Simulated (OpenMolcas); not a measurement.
**Run report: SiNH$_{3}$O, excited-state calculation (part 4 of 4)**

The same run, continued: SiNH$_{3}$O, SMILES N[Si]O; CASSCF/ANO-RCC-VDZP, DKH2 (OpenMolcas 26.06). The geometry comes from this level: GFN2-xTB.

Geometry of the input (Å):
```
N  -0.7739  0.1238  -0.5175
Si 0.6498  -0.8336  -0.6074
O  1.4581  -0.3991  0.7346
H  -1.4983  0.0841  -1.2128
H  -0.9942  0.7876  0.2158
H  1.1585  0.2372  1.3873
```

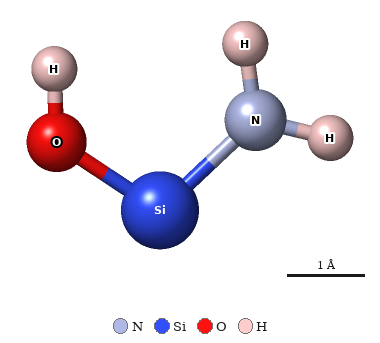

The structure (ball-and-stick view, seen on its broad side).

## What the program printed, continued
```
      Charge (e):
                      =   -0.0000
      Dipole Moment (debye):
      Origin of the operator (angstrom)=    0.4807   -0.4403   -0.1983
                   X= -2.1003E+00               Y=  1.3347E+00               Z=  4.3272E-02           Total=  2.4888E+00
      Quadrupole Moment (debye*angstrom):
      Origin of the operator (angstrom)=    0.4807   -0.4403   -0.1983
                  XX= -2.5410E+01              XY= -2.7290E+00              XZ=  7.6678E-01              YY= -2.5504E+01
                  YZ=  4.7835E+00              ZZ= -2.3062E+01
      In traceless form (debye*angstrom)
                  XX= -1.1276E+00              XY= -4.0936E+00              XZ=  1.1502E+00              YY= -1.2675E+00
                  YZ=  7.1753E+00              ZZ=  2.3950E+00
--

      LoProp population analysis for root number:  2
      -----------------------------------------------

++    LoProp analysis:
      ----------------

++    Static properties:
      ------------------

      LoProp Charges per center

                   N1       SI2      O3       H4       H5       H6
      Nuclear      7.0000  14.0000   8.0000   1.0000   1.0000   1.0000
      Electronic  -7.7390 -13.3679  -8.7406  -0.7573  -0.7380  -0.6572

      Total       -0.7390   0.6321  -0.7406   0.2427   0.2620   0.3428
--

      Natural Bond Order analysis for root number:  2

++    Natural Bond Order analysis
      ---------------------------
      Based on LoProp computed density
      -------------------------------------------------------------------------------------
      Atom A       Atom B       Bond Order
      -------------------------------------------------------------------------------------
      NBO located      1.002 non-bonded electrons on atom N1
      NBO located      0.904 non-bonded electrons on atom N1
      NBO located      0.994 non-bonded electrons on atom SI2
      NBO located      1.000 non-bonded electrons on atom SI2
      NBO located      0.999 non-bonded electrons on atom SI2
      NBO located      0.998 non-bonded electrons on atom SI2
      NBO located      0.999 non-bonded electrons on atom SI2
      NBO located      0.999 non-bonded electrons on atom O3
      The remaining    9.670 electrons are to be considered as diffuse
--

--

      Von Neumann Entropy (Root   3) =  1.13348

      Mulliken population analysis for root number:  3
      -----------------------------------------------

++    Molecular charges:
      ------------------

      Mulliken charges per centre
      ---------------------------

                N1      SI2     O3      H4      H5      H6
      Total    7.0840 12.7262  8.2408  1.1092  1.3250  1.5148

      N-E     -0.0840  1.2738 -0.2408 -0.1092 -0.3250 -0.5148

      Total electronic charge=   32.000000

      Total            charge=   -0.000000
--

      Expectation values of various properties for root number:  3
      -----------------------------------------------------------

++    Molecular properties:
      ---------------------

      Charge (e):
                      =   -0.0000
      Dipole Moment (debye):
      Origin of the operator (angstrom)=    0.4807   -0.4403   -0.1983
                   X=  8.1261E-01               Y= -4.7599E+00               Z= -6.0579E+00           Total=  7.7469E+00
      Quadrupole Moment (debye*angstrom):
      Origin of the operator (angstrom)=    0.4807   -0.4403   -0.1983
                  XX= -3.5251E+01              XY=  9.7673E-01              XZ= -9.8183E-01              YY= -3.3930E+01
                  YZ= -9.9671E-01              ZZ= -3.4965E+01
      In traceless form (debye*angstrom)
                  XX= -8.0333E-01              XY=  1.4651E+00              XZ= -1.4727E+00              YY=  1.1777E+00
                  YZ= -1.4951E+00              ZZ= -3.7442E-01
--

      LoProp population analysis for root number:  3
      -----------------------------------------------

++    LoProp analysis:
      ----------------

++    Static properties:
      ------------------

      LoProp Charges per center

                   N1       SI2      O3       H4       H5       H6
      Nuclear      7.0000  14.0000   8.0000   1.0000   1.0000   1.0000
      Electronic  -7.7004 -12.8089  -8.7271  -0.8575  -0.9707  -0.9354

      Total       -0.7004   1.1911  -0.7271   0.1425   0.0293   0.0646
--

      Natural Bond Order analysis for root number:  3

++    Natural Bond Order analysis
      ---------------------------
      Based on LoProp computed density
      -------------------------------------------------------------------------------------
      Atom A       Atom B       Bond Order
      -------------------------------------------------------------------------------------
      NBO located      0.996 non-bonded electrons on atom N1
      NBO located      0.981 non-bonded electrons on atom SI2
      NBO located      1.000 non-bonded electrons on atom SI2
      NBO located      0.999 non-bonded electrons on atom SI2
      NBO located      0.999 non-bonded electrons on atom SI2
      NBO located      0.998 non-bonded electrons on atom SI2
      NBO located      0.997 non-bonded electrons on atom O3
      NBO located      1.010 non-bonded electrons on atom O3
      The remaining    8.827 electrons are to be considered as diffuse
--

--

      Average orbitals are written to the RASORB file
      Natural orbitals for root   1 are written to the RASORB.1 file
      Natural orbitals for root   2 are written to the RASORB.2 file
      Natural orbitals for root   3 are written to the RASORB.3 file
      Spin density orbitals for root   1 are written to the SPDORB.1 file
      Spin density orbitals for root   2 are written to the SPDORB.2 file
      Spin density orbitals for root   3 are written to the SPDORB.3 file

--- Stop Module: rasscf /rc=_RC_ALL_IS_WELL_ ---
           step2.RasOrb.3 step2.rasscf.h5 step2.SpdOrb.1 step2.SpdOrb.2 step2.SpdOrb.3 xmldump
--- Module rasscf spent 2 seconds ---

.##################.
.# Happy landing! #.
.##################.

    Timing: Wall=8.81 User=7.84 System=0.92
```

## Results in brief

- outcome: converged
- total energy: −420.799210 hartree
- CASSCF energy: −420.799210 hartree
- basis functions: 61
- hardware: 1 thread of Intel Xeon (Granite Rapids), 16 GiB of memory available, shared host
- wall time: 9 s
- peak memory: 0.38 GiB

## Notes

The record of the run, not the program, notes: an active orbital turned away from the chosen space.
